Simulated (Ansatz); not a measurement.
**Nudged elastic band, with input and output: BNH$_{6}$O (part 1 of 2)**

The run: nudged elastic band of BNH$_{6}$O. Method and program: RKS PBE0-D4/def2-SVP (Ansatz 0.2.0).

The run did not end well. One setting was made poor on purpose. It belongs to a series of runs on one base structure; here: band between the two ends.

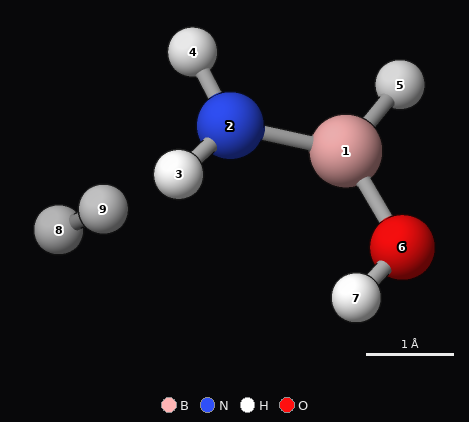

*The structure as given in the input (ball-and-stick view, seen at a tilt; atoms are numbered from 1 in the order of the input).*

The input
```yaml
crystal:
  periodic: [false, false, false]
  atoms:
    - { symbol: B, position_ang: [0.093774, -0.707598, 0.131286] }
    - { symbol: "N", position_ang: [-0.035275, -0.20717, 1.44197] }
    - { symbol: H, position_ang: [-0.903379, -0.143577, 1.958328] }
    - { symbol: H, position_ang: [0.771358, 0.082331, 1.976598] }
    - { symbol: H, position_ang: [1.191889, -0.759222, -0.373336] }
    - { symbol: O, position_ang: [-0.952567, -1.144724, -0.626681] }
    - { symbol: H, position_ang: [-1.806461, -1.086258, -0.187249] }
    - { symbol: H, position_ang: [-0.352904, 3.215053, 1.266838] }
    - { symbol: H, position_ang: [-0.267635, 2.459966, 1.206147] }
basis:
  gaussian: { orbitals: def2-SVP }
hamiltonian:
  xc: pbe0
  dispersion: d4
neb:
  order_check: false
  images: 9
  f_tol: 0.03
  max_iterations: 60
  max_displacement: 0.02
  optimiser: lbfgs
  final_atoms:
    - { symbol: B, position_ang: [-0.03112215, 0.25726136, 0.07303358] }
    - { symbol: "N", position_ang: [-0.14034724, 0.40521941, 1.74699062] }
    - { symbol: H, position_ang: [-0.38806895, -0.47958087, 2.19206068] }
    - { symbol: H, position_ang: [0.73335197, 0.74298657, 2.15162931] }
    - { symbol: H, position_ang: [0.84838976, -0.5954044, -0.07843584] }
    - { symbol: O, position_ang: [-1.34524695, -0.09099226, -0.36101514] }
    - { symbol: H, position_ang: [-1.37863252, -1.00332913, -0.65162213] }
    - { symbol: H, position_ang: [0.31886417, 1.39544254, -0.2409779] }
    - { symbol: H, position_ang: [-0.87838809, 1.07719778, 1.96223782] }
  initial_path:
    images:
      - { positions_ang: [[0.093774, -0.707598, 0.131286], [-0.035275, -0.20717, 1.44197], [-0.903379, -0.143577, 1.958328], [0.771358, 0.082331, 1.976598], [1.191889, -0.759222, -0.373336], [-0.952567, -1.144724, -0.626681], [-1.806461, -1.086258, -0.187249], [-0.352904, 3.215053, 1.266838], [-0.267635, 2.459966, 1.206147]] }
      - { positions_ang: [[0.08083387, -0.58829624, 0.11460268], [-0.03658129, -0.12944011, 1.53835007], [-0.9099819, -0.11785802, 2.05816033], [0.77973382, 0.17409751, 2.06865083], [1.16971832, -0.64556321, -0.39917789], [-0.99502486, -0.9625008, -0.63977515], [-1.78058949, -1.07778149, -0.22459409], [-0.31887885, 2.8408446, 1.07121987], [-0.25042961, 2.21529876, 1.20646434]] }
      - { positions_ang: [[0.06789375, -0.46899449, 0.09791936], [-0.03788758, -0.05171021, 1.63473015], [-0.9165848, -0.09213903, 2.15799267], [0.78810964, 0.26586402, 2.16070365], [1.14754763, -0.53190442, -0.42501977], [-1.03748273, -0.78027761, -0.65286929], [-1.75471799, -1.06930498, -0.26193918], [-0.28485371, 2.4666362, 0.87560173], [-0.23322421, 1.97063151, 1.20678168]] }
      - { positions_ang: [[0.05495362, -0.34969273, 0.08123604], [-0.03919388, 0.02601968, 1.73111022], [-0.92318771, -0.06642005, 2.257825], [0.79648546, 0.35763054, 2.25275648], [1.12537695, -0.41824563, -0.45086166], [-1.07994059, -0.59805441, -0.66596344], [-1.72884648, -1.06082847, -0.29928427], [-0.25082856, 2.09242779, 0.6799836], [-0.21601882, 1.72596427, 1.20709903]] }
      - { positions_ang: [[0.04201349, -0.23039097, 0.06455272], [-0.04050017, 0.10374958, 1.82749029], [-0.92979061, -0.04070106, 2.35765733], [0.80486128, 0.44939705, 2.3448093], [1.10320627, -0.30458684, -0.47670355], [-1.12239845, -0.41583122, -0.67905759], [-1.70297498, -1.05235196, -0.33662936], [-0.21680341, 1.71821939, 0.48436547], [-0.19881342, 1.48129703, 1.20741637]] }
      - { positions_ang: [[0.02907336, -0.11108921, 0.0478694], [-0.04180646, 0.18147947, 1.92387037], [-0.93639351, -0.01498208, 2.45748967], [0.8132371, 0.54116356, 2.43686213], [1.08103559, -0.19092805, -0.50254543], [-1.16485631, -0.23360802, -0.69215173], [-1.67710347, -1.04387544, -0.37397445], [-0.18277827, 1.34401099, 0.28874734], [-0.18160803, 1.23662978, 1.20773371]] }
      - { positions_ang: [[0.01703426, -0.0374191, 0.05290224], [-0.06151462, 0.22622746, 1.88849442], [-0.8267286, -0.10790184, 2.40440387], [0.79726008, 0.58152816, 2.37981556], [1.03450642, -0.27182332, -0.41772351], [-1.20093444, -0.20508487, -0.62592441], [-1.61740928, -1.03576618, -0.42950399], [-0.08244978, 1.3542973, 0.18280229], [-0.32096404, 1.20474338, 1.35863453]] }
      - { positions_ang: [[0.00499516, 0.03625102, 0.05793507], [-0.08122277, 0.27097545, 1.85311847], [-0.71706369, -0.2008216, 2.35131807], [0.78128305, 0.62189277, 2.322769], [0.98797726, -0.35271859, -0.3329016], [-1.23701257, -0.17656172, -0.55969709], [-1.55771509, -1.02765692, -0.48503352], [0.01787871, 1.36458361, 0.07685724], [-0.46032005, 1.17285698, 1.50953535]] }
      - { positions_ang: [[-0.00704395, 0.10992113, 0.06296791], [-0.10093093, 0.31572343, 1.81774252], [-0.60739878, -0.29374135, 2.29823228], [0.76530602, 0.66225737, 2.26572244], [0.94144809, -0.43361386, -0.24807968], [-1.2730907, -0.14803857, -0.49346978], [-1.4980209, -1.01954766, -0.54056306], [0.1182072, 1.37486992, -0.02908781], [-0.59967607, 1.14097058, 1.66043618]] }
      - { positions_ang: [[-0.01908305, 0.18359124, 0.06800075], [-0.12063908, 0.36047142, 1.78236657], [-0.49773386, -0.38666111, 2.24514648], [0.749329, 0.70262197, 2.20867588], [0.89491892, -0.51450913, -0.16325776], [-1.30916882, -0.11951541, -0.42724246], [-1.43832671, -1.01143839, -0.59609259], [0.21853568, 1.38515623, -0.13503286], [-0.73903208, 1.10908418, 1.811337]] }
      - { positions_ang: [[-0.03112215, 0.25726136, 0.07303358], [-0.14034724, 0.40521941, 1.74699062], [-0.38806895, -0.47958087, 2.19206068], [0.73335197, 0.74298657, 2.15162931], [0.84838976, -0.5954044, -0.07843584], [-1.34524695, -0.09099226, -0.36101514], [-1.37863252, -1.00332913, -0.65162213], [0.31886417, 1.39544254, -0.2409779], [-0.87838809, 1.07719778, 1.96223782]] }
```

Run on 1 thread of Arm Neoverse V1, 24 GiB of memory available, shared host.

Launch command:
```bash
ansatz run input.yaml --threads 1 --pin off --max-ram 2048MiB --backend cpu --events-out ev --progress --plain --runs-dir out
```

Log
```
Engine: ansatz 0.2.0, aarch64-unknown-linux-gnu
Functional definition: PBE0
  parameter a = 0.25
  parameter kappa = 0.804
  parameter beta = 0.06672455060314922
  exchange = (1 - a)*pbe_x(kappa = kappa, mu = beta*pi^2/3) + a*exact_x
  correlation = pbe_c(beta = beta)
789 factors; integrals over basis functions are off by at most 3.8e-4 eV
mean field evaluation 1: about -4298.1567 eV, gradient 5.8e1 eV
mean field evaluation 2: about -4294.0493 eV, gradient 7.4e1 eV
mean field evaluation 4: about -4304.5124 eV, gradient 2.0e0 eV
mean field evaluation 8: about -4304.5182 eV, gradient 1.5e-2 eV
mean field -4304.51817227 eV, -158.1881251238 hartree, gradient 4.7e-5 eV, S^2 0.000000; 0 other end points of the search recorded, 0 dependent functions left out
the calculation of the forces begins
reference -4304.51819678 eV, -158.1881260246 hartree; 13, 13 occupied and 59, 59 virtual orbitals, 789 factors
789 factors; integrals over basis functions are off by at most 1.1e-3 eV
mean field evaluation 16: about -4304.0649 eV, gradient 7.9e0 eV
mean field -4304.18524935 eV, -158.1758904319 hartree, gradient 7.0e-5 eV, S^2 0.000000; 0 other end points of the search recorded, 0 dependent functions left out
[... from here on the field's lines of each further geometry are left out, up to the last ...]
NEB iter   1: max|band force component| = 8.655e0 eV/Å  barrier→ = 3.9068 eV  barrier← = 3.5824 eV  Δτ_max = 0.0200 Å  (246 SCF iters)
NEB iter   2: max|band force component| = 5.833e0 eV/Å  barrier→ = 3.7967 eV  barrier← = 3.4723 eV  Δτ_max = 0.0200 Å  (217 SCF iters)
NEB iter   3: max|band force component| = 3.780e0 eV/Å  barrier→ = 3.5916 eV  barrier← = 3.2673 eV  Δτ_max = 0.0200 Å  (212 SCF iters)
NEB iter   4: max|band force component| = 3.288e0 eV/Å  barrier→ = 3.4157 eV  barrier← = 3.0913 eV  Δτ_max = 0.0200 Å  (213 SCF iters)
NEB iter   5: max|band force component| = 2.827e0 eV/Å  barrier→ = 3.2587 eV  barrier← = 2.9344 eV  Δτ_max = 0.0200 Å  (215 SCF iters)
NEB iter   6: max|band force component| = 2.438e0 eV/Å  barrier→ = 3.1213 eV  barrier← = 2.7970 eV  Δτ_max = 0.0200 Å  (214 SCF iters)
NEB iter   7: max|band force component| = 2.182e0 eV/Å  barrier→ = 2.9992 eV  barrier← = 2.6748 eV  Δτ_max = 0.0200 Å  (209 SCF iters)
NEB iter   8: max|band force component| = 1.936e0 eV/Å  barrier→ = 2.8882 eV  barrier← = 2.5638 eV  Δτ_max = 0.0200 Å  (211 SCF iters)
NEB iter   9: max|band force component| = 1.685e0 eV/Å  barrier→ = 2.7845 eV  barrier← = 2.4601 eV  Δτ_max = 0.0200 Å  (212 SCF iters)
NEB iter  10: max|band force component| = 1.442e0 eV/Å  barrier→ = 2.6832 eV  barrier← = 2.3589 eV  Δτ_max = 0.0200 Å  (209 SCF iters)
NEB iter  11: max|band force component| = 1.170e0 eV/Å  barrier→ = 2.5949 eV  barrier← = 2.2706 eV  Δτ_max = 0.0200 Å  (213 SCF iters)
NEB iter  12: max|band force component| = 1.007e0 eV/Å  barrier→ = 2.5190 eV  barrier← = 2.1947 eV  Δτ_max = 0.0200 Å  (212 SCF iters)
NEB iter  13: max|band force component| = 9.080e-1 eV/Å  barrier→ = 2.4542 eV  barrier← = 2.1298 eV  Δτ_max = 0.0200 Å  (209 SCF iters)
NEB iter  14: max|band force component| = 8.389e-1 eV/Å  barrier→ = 2.3974 eV  barrier← = 2.0730 eV  Δτ_max = 0.0200 Å  (212 SCF iters)
NEB iter  15: max|band force component| = 7.631e-1 eV/Å  barrier→ = 2.3488 eV  barrier← = 2.0245 eV  Δτ_max = 0.0200 Å  (209 SCF iters)
NEB iter  16: max|band force component| = 6.914e-1 eV/Å  barrier→ = 2.3074 eV  barrier← = 1.9830 eV  Δτ_max = 0.0200 Å  (208 SCF iters)
NEB iter  17: max|band force component| = 6.143e-1 eV/Å  barrier→ = 2.2707 eV  barrier← = 1.9464 eV  Δτ_max = 0.0200 Å  (207 SCF iters)
NEB iter  18: max|band force component| = 5.786e-1 eV/Å  barrier→ = 2.2369 eV  barrier← = 1.9126 eV  Δτ_max = 0.0200 Å  (209 SCF iters)
NEB iter  19: max|band force component| = 5.288e-1 eV/Å  barrier→ = 2.2064 eV  barrier← = 1.8820 eV  Δτ_max = 0.0200 Å  (207 SCF iters)
NEB iter  20: max|band force component| = 4.944e-1 eV/Å  barrier→ = 2.1743 eV  barrier← = 1.8500 eV  CI = image 5  Δτ_max = 0.0081 Å  (206 SCF iters)
NEB iter  21: max|band force component| = 4.712e-1 eV/Å  barrier→ = 2.1655 eV  barrier← = 1.8412 eV  CI = image 5  Δτ_max = 0.0200 Å  (210 SCF iters)
NEB iter  22: max|band force component| = 5.439e-1 eV/Å  barrier→ = 2.1438 eV  barrier← = 1.8195 eV  CI = image 5  Δτ_max = 0.0092 Å  (217 SCF iters)
NEB iter  23: max|band force component| = 4.081e-1 eV/Å  barrier→ = 2.1360 eV  barrier← = 1.8117 eV  CI = image 5  Δτ_max = 0.0132 Å  (219 SCF iters)
NEB iter  24: max|band force component| = 5.053e-1 eV/Å  barrier→ = 2.1221 eV  barrier← = 1.7978 eV  CI = image 5  Δτ_max = 0.0086 Å  (212 SCF iters)
NEB iter  25: max|band force component| = 4.030e-1 eV/Å  barrier→ = 2.1154 eV  barrier← = 1.7910 eV  CI = image 5  Δτ_max = 0.0107 Å  (218 SCF iters)
NEB iter  26: max|band force component| = 4.573e-1 eV/Å  barrier→ = 2.1048 eV  barrier← = 1.7804 eV  CI = image 5  Δτ_max = 0.0077 Å  (212 SCF iters)
NEB iter  27: max|band force component| = 3.620e-1 eV/Å  barrier→ = 2.0988 eV  barrier← = 1.7745 eV  CI = image 5  Δτ_max = 0.0093 Å  (218 SCF iters)
NEB iter  28: max|band force component| = 3.890e-1 eV/Å  barrier→ = 2.0897 eV  barrier← = 1.7653 eV  CI = image 5  Δτ_max = 0.0066 Å  (210 SCF iters)
NEB iter  29: max|band force component| = 3.599e-1 eV/Å  barrier→ = 2.0844 eV  barrier← = 1.7600 eV  CI = image 5  Δτ_max = 0.0089 Å  (220 SCF iters)
NEB iter  30: max|band force component| = 4.148e-1 eV/Å  barrier→ = 2.0763 eV  barrier← = 1.7520 eV  CI = image 5  Δτ_max = 0.0078 Å  (203 SCF iters)
NEB iter  31: max|band force component| = 3.389e-1 eV/Å  barrier→ = 2.0715 eV  barrier← = 1.7472 eV  CI = image 5  Δτ_max = 0.0076 Å  (215 SCF iters)
NEB iter  32: max|band force component| = 3.515e-1 eV/Å  barrier→ = 2.0650 eV  barrier← = 1.7407 eV  CI = image 5  Δτ_max = 0.0062 Å  (197 SCF iters)
NEB iter  33: max|band force component| = 3.301e-1 eV/Å  barrier→ = 2.0607 eV  barrier← = 1.7364 eV  CI = image 5  Δτ_max = 0.0080 Å  (219 SCF iters)
NEB iter  34: max|band force component| = 4.169e-1 eV/Å  barrier→ = 2.0542 eV  barrier← = 1.7299 eV  CI = image 5  Δτ_max = 0.0077 Å  (198 SCF iters)
NEB iter  35: max|band force component| = 3.173e-1 eV/Å  barrier→ = 2.0503 eV  barrier← = 1.7259 eV  CI = image 5  Δτ_max = 0.0066 Å  (218 SCF iters)
NEB iter  36: max|band force component| = 3.292e-1 eV/Å  barrier→ = 2.0452 eV  barrier← = 1.7209 eV  CI = image 5  Δτ_max = 0.0058 Å  (187 SCF iters)
NEB iter  37: max|band force component| = 3.085e-1 eV/Å  barrier→ = 2.0416 eV  barrier← = 1.7173 eV  CI = image 5  Δτ_max = 0.0075 Å  (215 SCF iters)
NEB iter  38: max|band force component| = 4.062e-1 eV/Å  barrier→ = 2.0361 eV  barrier← = 1.7118 eV  CI = image 5  Δτ_max = 0.0074 Å  (197 SCF iters)
NEB iter  39: max|band force component| = 2.969e-1 eV/Å  barrier→ = 2.0328 eV  barrier← = 1.7085 eV  CI = image 5  Δτ_max = 0.0059 Å  (218 SCF iters)
NEB iter  40: max|band force component| = 3.119e-1 eV/Å  barrier→ = 2.0287 eV  barrier← = 1.7044 eV  CI = image 5  Δτ_max = 0.0053 Å  (182 SCF iters)
NEB iter  41: max|band force component| = 2.880e-1 eV/Å  barrier→ = 2.0256 eV  barrier← = 1.7013 eV  CI = image 5  Δτ_max = 0.0071 Å  (211 SCF iters)
NEB iter  42: max|band force component| = 3.907e-1 eV/Å  barrier→ = 2.0209 eV  barrier← = 1.6965 eV  CI = image 5  Δτ_max = 0.0071 Å  (196 SCF iters)
NEB iter  43: max|band force component| = 2.773e-1 eV/Å  barrier→ = 2.0181 eV  barrier← = 1.6937 eV  CI = image 5  Δτ_max = 0.0053 Å  (210 SCF iters)
NEB iter  44: max|band force component| = 2.945e-1 eV/Å  barrier→ = 2.0146 eV  barrier← = 1.6903 eV  CI = image 5  Δτ_max = 0.0049 Å  (182 SCF iters)
NEB iter  45: max|band force component| = 2.683e-1 eV/Å  barrier→ = 2.0120 eV  barrier← = 1.6877 eV  CI = image 5  Δτ_max = 0.0068 Å  (209 SCF iters)
NEB iter  46: max|band force component| = 3.741e-1 eV/Å  barrier→ = 2.0079 eV  barrier← = 1.6835 eV  CI = image 5  Δτ_max = 0.0068 Å  (188 SCF iters)
NEB iter  47: max|band force component| = 2.584e-1 eV/Å  barrier→ = 2.0054 eV  barrier← = 1.6811 eV  CI = image 5  Δτ_max = 0.0048 Å  (211 SCF iters)
NEB iter  48: max|band force component| = 2.768e-1 eV/Å  barrier→ = 2.0025 eV  barrier← = 1.6782 eV  CI = image 5  Δτ_max = 0.0046 Å  (180 SCF iters)
NEB iter  49: max|band force component| = 2.495e-1 eV/Å  barrier→ = 2.0003 eV  barrier← = 1.6760 eV  CI = image 5  Δτ_max = 0.0064 Å  (203 SCF iters)
NEB iter  50: max|band force component| = 3.578e-1 eV/Å  barrier→ = 1.9966 eV  barrier← = 1.6723 eV  CI = image 5  Δτ_max = 0.0065 Å  (185 SCF iters)
NEB iter  51: max|band force component| = 2.403e-1 eV/Å  barrier→ = 1.9945 eV  barrier← = 1.6702 eV  CI = image 5  Δτ_max = 0.0044 Å  (205 SCF iters)
NEB iter  52: max|band force component| = 2.593e-1 eV/Å  barrier→ = 1.9921 eV  barrier← = 1.6677 eV  CI = image 5  Δτ_max = 0.0044 Å  (179 SCF iters)
NEB iter  53: max|band force component| = 2.315e-1 eV/Å  barrier→ = 1.9902 eV  barrier← = 1.6658 eV  CI = image 5  Δτ_max = 0.0061 Å  (204 SCF iters)
NEB iter  54: max|band force component| = 3.421e-1 eV/Å  barrier→ = 1.9869 eV  barrier← = 1.6626 eV  CI = image 5  Δτ_max = 0.0062 Å  (186 SCF iters)
NEB iter  55: max|band force component| = 2.230e-1 eV/Å  barrier→ = 1.9851 eV  barrier← = 1.6607 eV  CI = image 5  Δτ_max = 0.0040 Å  (206 SCF iters)
NEB iter  56: max|band force component| = 2.423e-1 eV/Å  barrier→ = 1.9830 eV  barrier← = 1.6587 eV  CI = image 5  Δτ_max = 0.0041 Å  (175 SCF iters)
NEB iter  57: max|band force component| = 2.144e-1 eV/Å  barrier→ = 1.9813 eV  barrier← = 1.6570 eV  CI = image 5  Δτ_max = 0.0058 Å  (197 SCF iters)
NEB iter  58: max|band force component| = 3.272e-1 eV/Å  barrier→ = 1.9785 eV  barrier← = 1.6541 eV  CI = image 5  Δτ_max = 0.0059 Å  (187 SCF iters)
NEB iter  59: max|band force component| = 2.095e-1 eV/Å  barrier→ = 1.9769 eV  barrier← = 1.6526 eV  CI = image 5  Δτ_max = 0.0036 Å  (206 SCF iters)
the calculation of the forces begins
reference -4304.06772969 eV, -158.1715716642 hartree; 13, 13 occupied and 59, 59 virtual orbitals, 789 factors
these checks for a lower state are left out or cut short: starts, cluster_reference, orbital_swaps, neighbouring_geometries, increment
789 factors; integrals over basis functions are off by at most 1.1e-3 eV
mean field -4304.15758107 eV, -158.1748736414 hartree, gradient 3.2e-5 eV, S^2 0.000000; 0 other end points of the search recorded, 0 dependent functions left out
the calculation of the forces begins
reference -4304.15760511 eV, -158.1748745249 hartree; 13, 13 occupied and 59, 59 virtual orbitals, 789 factors
NEB iter  60: max|band force component| = 2.259e-1 eV/Å  barrier→ = 1.9751 eV  barrier← = 1.6508 eV  CI = image 5  Δτ_max = 0.0039 Å  (173 SCF iters)
```
